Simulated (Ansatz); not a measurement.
# Nudged elastic band, with input and output: GeHF₃

System: GeHF₃.
Method: RKS PBE0/def2-SVP (Ansatz 0.2.0).

It belongs to a series of runs on one base structure; here: band between the two ends. Figures and captions count atoms from 1; the log counts them from 0 in places.

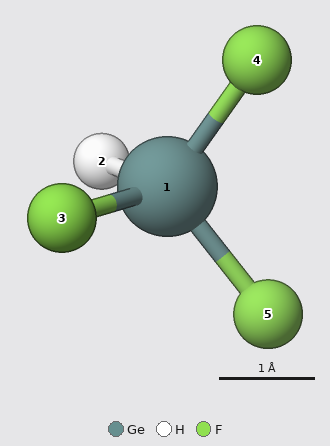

Fig. 1: The structure as given in the input (ball-and-stick view, seen at a tilt; atoms are numbered from 1 in the order of the input). Sticks mark near contacts.

Input:
```yaml
crystal:
  periodic: [false, false, false]
  atoms:
    - { symbol: Ge, position_ang: [0.235463, 0.0, 0.256764] }
    - { symbol: H, position_ang: [0.180399, 0.0, 1.772344] }
    - { symbol: F, position_ang: [1.842317, 0.0, -0.337185] }
    - { symbol: F, position_ang: [-0.53239, 1.37192, -0.423611] }
    - { symbol: F, position_ang: [-0.53239, -1.37192, -0.423611] }
basis:
  gaussian: { orbitals: def2-SVP }
hamiltonian:
  xc: pbe0
neb:
  order_check: false
  images: 7
  f_tol: 0.05
  max_iterations: 60
  final_atoms:
    - { symbol: Ge, position_ang: [-0.65151049, 0.5766939, 0.70565905] }
    - { symbol: H, position_ang: [1.18885502, -0.778722, 0.2721192] }
    - { symbol: F, position_ang: [1.60490339, -0.00518301, 0.63775172] }
    - { symbol: F, position_ang: [-0.5198194, 1.32815747, -0.86580631] }
    - { symbol: F, position_ang: [-0.42902951, -1.12094636, 0.09497734] }
  initial_path:
    images:
      - { positions_ang: [[0.235463, 0.0, 0.256764], [0.180399, 0.0, 1.772344], [1.842317, 0.0, -0.337185], [-0.53239, 1.37192, -0.423611], [-0.53239, -1.37192, -0.423611]] }
      - { positions_ang: [[0.17649067, 0.0, 0.19272396], [0.37726425, 0.0, 1.69382345], [1.83479772, 0.0, -0.12803246], [-0.59757682, 1.371665, -0.45690698], [-0.59757682, -1.371665, -0.45690698]] }
      - { positions_ang: [[0.11751834, 0.0, 0.12868392], [0.57412951, 0.0, 1.6153029], [1.82727845, 0.0, 0.08112008], [-0.66276365, 1.37141, -0.49020295], [-0.66276365, -1.37141, -0.49020295]] }
      - { positions_ang: [[0.05854601, 0.0, 0.06464388], [0.77099476, 0.0, 1.53678236], [1.81975917, 0.0, 0.29027261], [-0.72795047, 1.371155, -0.52349893], [-0.72795047, -1.371155, -0.52349893]] }
      - { positions_ang: [[-0.00042632, 0.0, 0.00060384], [0.96786001, 0.0, 1.45826181], [1.8122399, 0.0, 0.49942515], [-0.7931373, 1.3709, -0.5567949], [-0.7931373, -1.3709, -0.5567949]] }
      - { positions_ang: [[-0.16319736, 0.14417348, 0.17686764], [1.02310876, -0.1946805, 1.16172616], [1.76040577, -0.00129575, 0.5340068], [-0.72480782, 1.36021437, -0.63404775], [-0.70211035, -1.30841159, -0.39385184]] }
      - { positions_ang: [[-0.3259684, 0.28834695, 0.35313144], [1.07835751, -0.389361, 0.8651905], [1.70857164, -0.00259151, 0.56858844], [-0.65647835, 1.34952874, -0.71130061], [-0.6110834, -1.24592318, -0.23090878]] }
      - { positions_ang: [[-0.48873945, 0.43252043, 0.52939525], [1.13360627, -0.5840415, 0.56865485], [1.65673752, -0.00388726, 0.60317008], [-0.58814888, 1.3388431, -0.78855346], [-0.52005646, -1.18343477, -0.06796572]] }
      - { positions_ang: [[-0.65151049, 0.5766939, 0.70565905], [1.18885502, -0.778722, 0.2721192], [1.60490339, -0.00518301, 0.63775172], [-0.5198194, 1.32815747, -0.86580631], [-0.42902951, -1.12094636, 0.09497734]] }
```

Hardware: 2 threads of Arm Neoverse V2, 24 GiB of memory available, shared host.

Run as:
```bash
ansatz run input.yaml --threads 2 --pin off --max-ram 3072MiB --backend cpu --events-out ev --progress --plain --runs-dir out
```

What the program printed:
```
Engine: ansatz 0.2.0, aarch64-unknown-linux-gnu
Functional definition: PBE0
  parameter a = 0.25
  parameter kappa = 0.804
  parameter beta = 0.06672455060314922
  exchange = (1 - a)*pbe_x(kappa = kappa, mu = beta*pi^2/3) + a*exact_x
  correlation = pbe_c(beta = beta)
807 factors; integrals over basis functions are off by at most 3.6e-4 eV
mean field evaluation 1: about -64655.4420 eV, gradient 5.1e1 eV
mean field evaluation 2: about -64649.1203 eV, gradient 8.4e1 eV
mean field evaluation 4: about -64659.4552 eV, gradient 3.1e-1 eV
mean field evaluation 8: about -64659.4705 eV, gradient 4.9e-3 eV
mean field -64659.47048231 eV, -2376.1917124618 hartree, gradient 4.7e-5 eV, S^2 0.000000; 0 other end points of the search recorded, 0 dependent functions left out
the calculation of the forces begins
reference -64659.47050216 eV, -2376.1917131912 hartree; 30, 30 occupied and 49, 49 virtual orbitals, 807 factors
809 factors; integrals over basis functions are off by at most 8.5e-4 eV
mean field evaluation 16: about -64646.5786 eV, gradient 8.9e1 eV
mean field -64658.86949411 eV, -2376.1696265526 hartree, gradient 2.6e-5 eV, S^2 0.000000; 0 other end points of the search recorded, 0 dependent functions left out
[... from here on the field's lines of each further geometry are left out, up to the last ...]
NEB iter   1: max|band force component| = 1.283e1 eV/Å  barrier→ = 4.4951 eV  barrier← = 3.8941 eV  Δτ_max = 0.1949 Å  (230 SCF iters)
NEB iter   2: max|band force component| = 3.341e0 eV/Å  barrier→ = 2.7692 eV  barrier← = 2.1682 eV  Δτ_max = 0.1974 Å  (226 SCF iters)
NEB iter   3: max|band force component| = 1.929e0 eV/Å  barrier→ = 2.4995 eV  barrier← = 1.8985 eV  Δτ_max = 0.1972 Å  (218 SCF iters)
NEB iter   4: max|band force component| = 1.335e0 eV/Å  barrier→ = 2.3921 eV  barrier← = 1.7911 eV  Δτ_max = 0.1972 Å  (226 SCF iters)
NEB iter   5: max|band force component| = 1.114e1 eV/Å  barrier→ = 2.6879 eV  barrier← = 2.0870 eV  Δτ_max = 0.1014 Å  (213 SCF iters)
NEB iter   6: max|band force component| = 1.504e0 eV/Å  barrier→ = 2.4821 eV  barrier← = 1.8811 eV  Δτ_max = 0.1944 Å  (212 SCF iters)
NEB iter   7: max|band force component| = 7.700e-1 eV/Å  barrier→ = 2.1652 eV  barrier← = 1.5643 eV  Δτ_max = 0.1950 Å  (202 SCF iters)
NEB iter   8: max|band force component| = 6.163e-1 eV/Å  barrier→ = 2.0197 eV  barrier← = 1.4187 eV  Δτ_max = 0.0671 Å  (204 SCF iters)
NEB iter   9: max|band force component| = 1.693e0 eV/Å  barrier→ = 2.0647 eV  barrier← = 1.4637 eV  CI = image 2  Δτ_max = 0.1607 Å  (205 SCF iters)
NEB iter  10: max|band force component| = 3.603e0 eV/Å  barrier→ = 2.4716 eV  barrier← = 1.8706 eV  CI = image 2  Δτ_max = 0.0740 Å  (215 SCF iters)
NEB iter  11: max|band force component| = 6.757e-1 eV/Å  barrier→ = 2.4662 eV  barrier← = 1.8652 eV  CI = image 2  Δτ_max = 0.0226 Å  (205 SCF iters)
NEB iter  12: max|band force component| = 1.655e-1 eV/Å  barrier→ = 2.4645 eV  barrier← = 1.8635 eV  CI = image 2  Δτ_max = 0.0199 Å  (202 SCF iters)
the calculation of the forces begins
reference -64658.76455488 eV, -2376.1657701071 hartree; 30, 30 occupied and 49, 49 virtual orbitals, 809 factors
808 factors; integrals over basis functions are off by at most 9.7e-4 eV
mean field -64657.00608271 eV, -2376.1011474467 hartree, gradient 2.0e-5 eV, S^2 0.000000; 1 other end points of the search recorded, 0 dependent functions left out
the calculation of the forces begins
reference -64657.00610265 eV, -2376.1011481795 hartree; 30, 30 occupied and 49, 49 virtual orbitals, 808 factors
NEB iter  13: max|band force component| = 2.475e-2 eV/Å  barrier→ = 2.4644 eV  barrier← = 1.8634 eV  CI = image 2  Δτ_max = 0.0000 Å  (378 SCF iters)
```

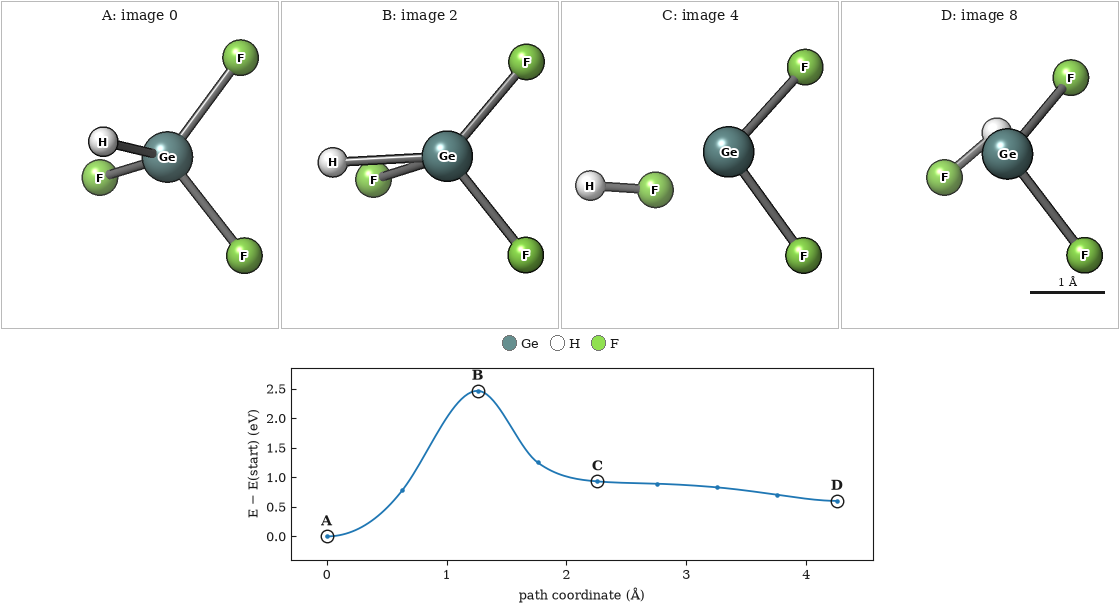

Fig. 2: Images of the last band (counted from 0; ball-and-stick, seen at a tilt) above the energy along the path; the line is a cubic interpolation that uses the forces. The highest image is number 2, 2.464 eV above the start and 1.863 eV above the end (the climbing image); the end lies 0.601 eV above the start. The path is 4.26 Å long. The band converged in 13 iterations.

```
Total energy: -64657.00610265 eV, -2376.1011481795 hartree
Atom 0 at    -0.207268     0.004500     0.345863 Å, force    -0.002330     0.014247     0.001247 eV/Å
Atom 1 at     0.965833     0.009227     1.454530 Å, force     0.001889    -0.007672    -0.006272 eV/Å
Atom 2 at     1.726431    -0.015780     0.336433 Å, force     0.002828    -0.004078     0.006006 eV/Å
Atom 3 at    -0.624768     1.340236    -0.660071 Å, force    -0.007020     0.002230    -0.002709 eV/Å
Atom 4 at    -0.666828    -1.338183    -0.632055 Å, force     0.004633    -0.004726     0.001727 eV/Å
Dipole moment:    -0.106641     0.004852     0.545761 e Å
this run last wrote the band of iteration 13 to [file]
```

The last band as extended XYZ (Å, eV, eV/Å):
```
5
Properties=species:S:1:pos:R:3:forces:R:3 image=0 energy=-64659.47048
Ge    0.2355    0.0000    0.2568    0.0014   0.0000  -0.0159
H     0.1804    0.0000    1.7723   -0.0004   0.0000   0.0072
F     1.8423    0.0000   -0.3372   -0.0043   0.0000   0.0028
F    -0.5324    1.3719   -0.4236    0.0016  -0.0029   0.0029
F    -0.5324   -1.3719   -0.4236    0.0016   0.0029   0.0029
5
Properties=species:S:1:pos:R:3:forces:R:3 image=1 energy=-64658.69325
Ge    0.0770   -0.0011    0.2652    1.2197   0.0001  -0.3525
H     0.5950    0.0040    1.6819   -1.5937  -0.0015   0.9830
F     1.7916   -0.0043    0.0185    0.2872  -0.0125  -1.3838
F    -0.6294    1.3274   -0.5619    0.0344  -0.0497   0.3688
F    -0.6407   -1.3261   -0.5589    0.0524   0.0636   0.3846
5
Properties=species:S:1:pos:R:3:forces:R:3 image=2 energy=-64657.00608
Ge   -0.2073    0.0045    0.3459   -0.0023   0.0142   0.0012
H     0.9658    0.0092    1.4545    0.0019  -0.0077  -0.0063
F     1.7264   -0.0158    0.3364    0.0028  -0.0041   0.0060
F    -0.6248    1.3402   -0.6601   -0.0070   0.0022  -0.0027
F    -0.6668   -1.3382   -0.6321    0.0046  -0.0047   0.0017
5
Properties=species:S:1:pos:R:3:forces:R:3 image=3 energy=-64658.21743
Ge   -0.5215    0.0217    0.3889   -1.0448   0.0378   0.1489
H     1.2831    0.0070    1.3605    1.0101  -0.0310  -0.2641
F     1.7257   -0.0265    0.5143    0.0015   0.0146   0.6052
F    -0.6106    1.3408   -0.7418    0.0155   0.0139  -0.2421
F    -0.6834   -1.3430   -0.6771    0.0177  -0.0353  -0.2479
5
Properties=species:S:1:pos:R:3:forces:R:3 image=4 energy=-64658.53966
Ge   -0.7757    0.0328    0.3624   -0.1174   0.0091  -0.0118
H     1.6637   -0.0139    1.4821    0.1726  -0.0039   0.0446
F     1.6161   -0.0405    0.5568   -0.0507   0.0014   0.0368
F    -0.6108    1.3316   -0.7993   -0.0036  -0.0129  -0.0321
F    -0.6999   -1.3100   -0.7573   -0.0009   0.0063  -0.0374
5
Properties=species:S:1:pos:R:3:forces:R:3 image=5 energy=-64658.57876
Ge   -0.8795    0.1997    0.3787   -0.0181   0.0186   0.0061
H     1.8531   -0.3802    1.3379    0.0181  -0.0447  -0.0125
F     1.5491    0.1151    0.6166   -0.0122   0.0360   0.0176
F    -0.5814    1.3359   -0.9187   -0.0033  -0.0009  -0.0179
F    -0.7479   -1.2706   -0.5697    0.0155  -0.0090   0.0068
5
Properties=species:S:1:pos:R:3:forces:R:3 image=6 energy=-64658.64023
Ge   -0.8620    0.4117    0.4712   -0.0134   0.0258  -0.0010
H     1.8016   -0.7221    0.9343   -0.0450  -0.0739  -0.1007
F     1.5588    0.1364    0.6831   -0.0140   0.0573   0.0805
F    -0.5342    1.3542   -0.9668    0.0000  -0.0065  -0.0272
F    -0.7707   -1.1801   -0.2770    0.0724  -0.0027   0.0484
5
Properties=species:S:1:pos:R:3:forces:R:3 image=7 energy=-64658.76454
Ge   -0.7755    0.5342    0.6027    0.0089   0.0215   0.0101
H     1.5565   -0.8436    0.5022   -0.1626  -0.0133  -0.1492
F     1.6044    0.0655    0.6958   -0.0078   0.0116   0.1038
F    -0.5508    1.3618   -0.9228    0.0127  -0.0205  -0.0264
F    -0.6411   -1.1179   -0.0332    0.1490   0.0006   0.0617
5
Properties=species:S:1:pos:R:3:forces:R:3 image=8 energy=-64658.86949
Ge   -0.6515    0.5767    0.7057   -0.0176  -0.0112   0.0055
H     1.1889   -0.7787    0.2721   -0.0109  -0.0179  -0.0078
F     1.6049   -0.0052    0.6378    0.0136   0.0113   0.0011
F    -0.5198    1.3282   -0.8658    0.0061   0.0012  -0.0053
F    -0.4290   -1.1209    0.0950    0.0088   0.0166   0.0065
```

Results in brief:

| quantity | value |
| --- | --- |
| outcome | converged |
| barrier, forward | 2.464 eV |
| barrier, backward | 1.863 eV |
| wall time | 2 min (CPU time 3.7 min) |
| peak memory | 0.16 GiB |

The order of the saddle point was not checked.
